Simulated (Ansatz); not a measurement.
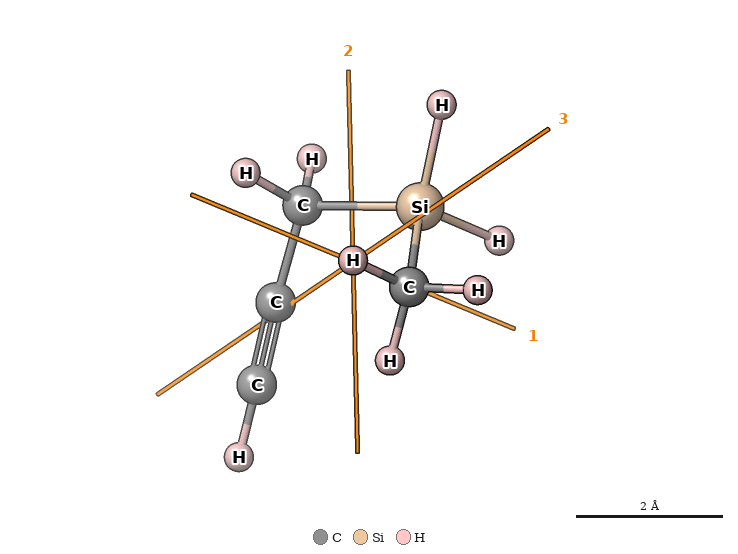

The three principal axes of inertia are drawn and numbered. Distant atoms are faded towards the background colour. Computed geometry: PBE0-D4/def2-TZVP optimisation. No frequency run is at hand to confirm it as a minimum. Masses are those of the most abundant isotopes; constants are for the rigid equilibrium geometry.

Question: Which line is the a axis (least moment of inertia), which b and which c?

Answer: a is line 3, b is line 2, c is line 1; the moments are 75.5, 209, 256 u Å².

Question: What kind of rotor is it, and what are its rotational constants in GHz?

Answer: An asymmetric top (C1): A = 6.69, B = 2.42, C = 1.97 GHz. Ray's parameter κ is −0.81, nearer the prolate limit.
